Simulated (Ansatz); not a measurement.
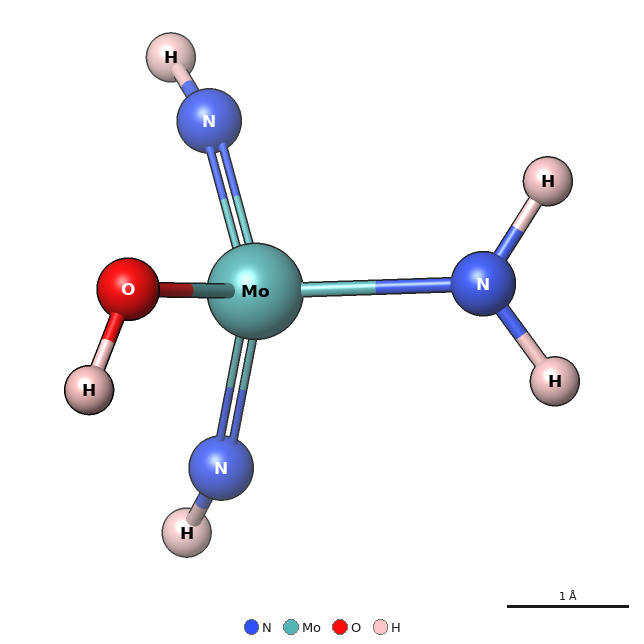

Distant atoms are faded towards the background colour. The species is neutral and a spin singlet. The computed structure is the end point of a PBE0-D4/def2-TZVP optimisation. Masses are those of the most abundant isotopes; constants are for the rigid equilibrium geometry.

### What kind of rotor is it, and what are its rotational constants in cm⁻¹?

An asymmetric top (C1): A = 0.121, B = 0.107, C = 0.105 cm⁻¹. Ray's parameter κ is −0.80, nearer the prolate limit.
